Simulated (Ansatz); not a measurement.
Input file:

```
crystal:
  periodic: [false, false, false]
  atoms:
    - { symbol: Sn, position_ang: [0.0, 0.0, 0.0] }
    - { symbol: O, position_ang: [0.0, 0.0, 1.96] }
    - { symbol: H, position_ang: [-0.9095, -0.2814, 2.2971] }
    - { symbol: O, position_ang: [1.8483, 0.0, -0.6527] }
    - { symbol: H, position_ang: [2.1646, -0.9521, -0.7693] }
    - { symbol: Cl, position_ang: [-1.1351, 1.9666, -0.8025] }
    - { symbol: H, position_ang: [-0.8195, -1.4198, -0.5794] }
basis:
  gaussian: { orbitals: def2-SVP }
hamiltonian:
  xc: pbe0
  dispersion: d4
relax:
  f_tol: 0.02
  max_steps: 40
output:
  orbitals: {}
```

Run with:

```sh
ansatz run input.yaml --threads 2 --pin off --max-ram 3072MiB --backend cpu --events-out ev --progress --plain --runs-dir out
```

The fields are those of the run's last geometry, not of the input's.

Core potentials replace the inner electrons of Sn.

Method: Ansatz 0.2.0, RKS PBE0-D4/def2-SVP.

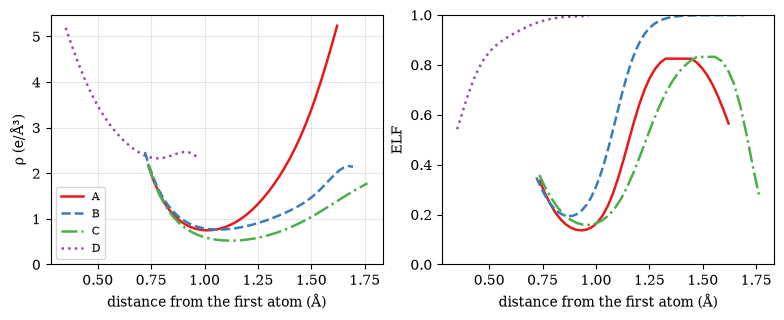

ClH3O2Sn. Electron density and ELF along straight lines between neighbouring atoms. The curves leave out the atomic cores.

> Which curve belongs to which contact (O–H, Sn–Cl, Sn–H and Sn–O)? The first atom named is at distance zero.

Curve A: Sn–O (1.96 Å): ρ at the midpoint is about 0.76 e/Å³; the ELF peaks at about 0.85 in the valence shell of O, 0.6 Å from its nucleus, and drops to about 0.15 between the two atoms. Curve B: Sn–H (1.70 Å): ρ at the midpoint is about 1.2 e/Å³; the ELF climbs to about 1 towards the hydrogen. Curve C: Sn–Cl (2.35 Å): ρ at the midpoint is about 0.53 e/Å³; the ELF peaks at about 0.85 in the valence shell of Cl, 0.9 Å from its nucleus, and drops to about 0.15 between the two atoms. Curve D: O–H (0.96 Å): ρ is about 3.6 e/Å³ halfway; the ELF climbs to about 1 towards the hydrogen (a covalent bond by its length).
